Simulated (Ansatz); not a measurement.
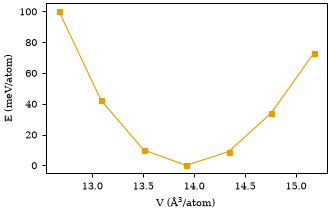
Fig. 1. MoP in space group P-6m2 (No. 187; Mo on 1a, P on 1d) under volume change, DFT-LDA in the program Ansatz with PAW potentials, shape and atoms relaxed at each volume.

Problem. What does a third-order Birch–Murnaghan fit give for V₀, B₀ and B′?

Solution. V₀ = 13.92 Å³/atom, B₀ = 241 GPa, B′ = 4.3.

Symmetry was held in the LDA relaxation. The run is not spin-polarised.

Potentials: the earlier of the program's two PAW sets. The files were generated under PBE; for other functionals the program regenerates the frozen cores, and for LDA and PBEsol the local potential too.
